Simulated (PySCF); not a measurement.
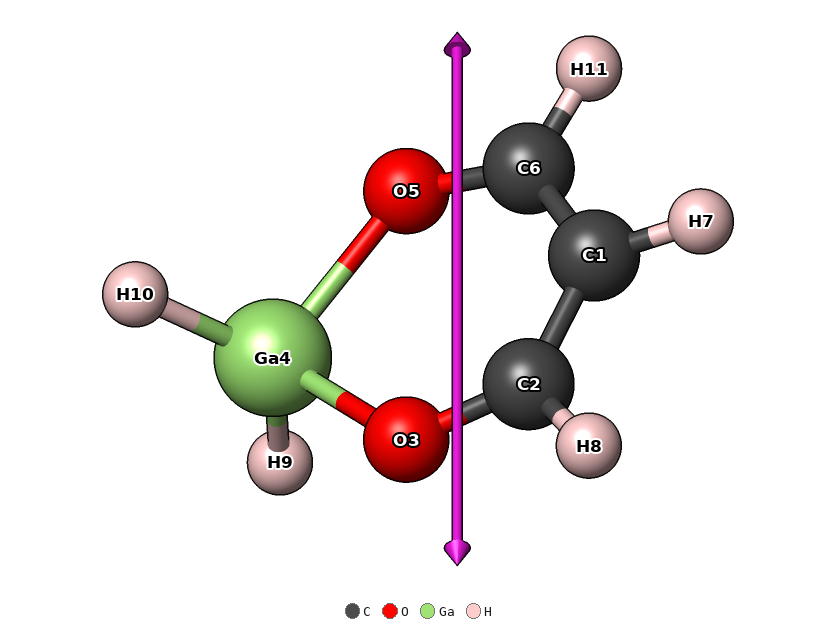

The double arrow shows the direction of the transition dipole to excited singlet state 3 (its length means nothing). The geometry was computed by an optimisation with PBE0-D3(BJ)/def2-SVP. No frequency run is at hand to confirm it as a minimum. Properties computed with TDDFT PBE0/aug-cc-pVDZ, vertical, gas phase, core orbitals frozen in the response (PySCF 2.14.0).

Where does the transition lie, and how strong is it?

5.58 eV (222 nm), oscillator strength 0.11, mainly HOMO−2 → LUMO (weight 0.94); transition dipole 2.23 D.
